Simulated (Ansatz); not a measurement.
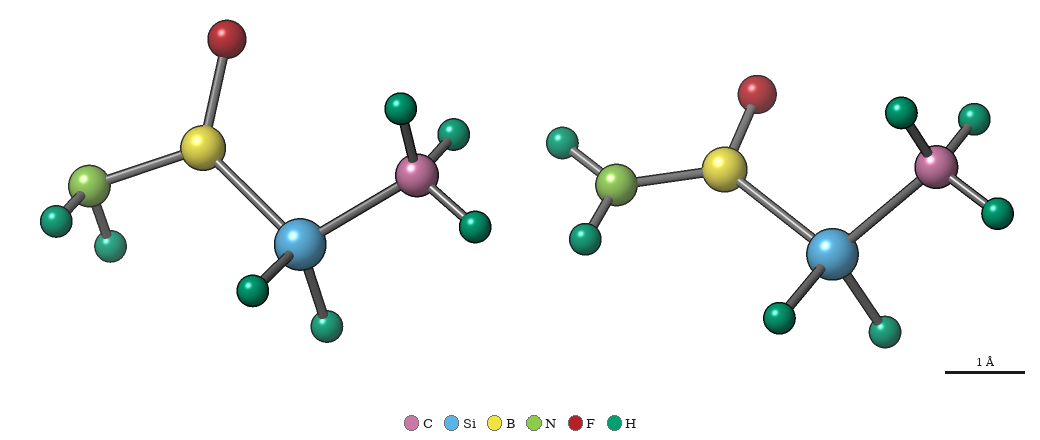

Two geometries of CH$_{7}$BFNSi (coarse preliminary run), drawn at one scale. One is the start of a relaxation, the other its converged end. The picture is a ball-and-stick view, seen at a tilt.

These are results of RKS PBE-D4/def2-SVP (Ansatz 0.2.0), not measurements. Settings: force threshold 0.03 eV/Å; at most 200 steps.

Q: Which geometry has the lower energy?

A: The right one is the relaxed one. The start comes from a force field. The energy falls by 42.2 kcal/mol in 21 geometry steps. The largest force component goes from 3.8 to 0.019 eV/Å. An H atom moves most after the best rigid fit: 1.65 Å. By element the largest moves are H 1.65 Å, F 1.30 Å, B 0.45 Å, N 0.31 Å, Si 0.23 Å, C 0.21 Å. Near-neighbour distances that change, for instance: B–N 1.617 → 1.404 Å, B–Si 1.922 → 2.038 Å, C–Si 1.799 → 1.899 Å, H–Si 1.428 → 1.514 Å. Bond angles that change, for instance: B–N–H 101.4° → 122.8°, B–N–H 105.0° → 122.8°, H–N–H 107.9° → 114.4°. Groups turn about B–Si by about 45°. The run took of the order of 70 core-seconds on a shared host.
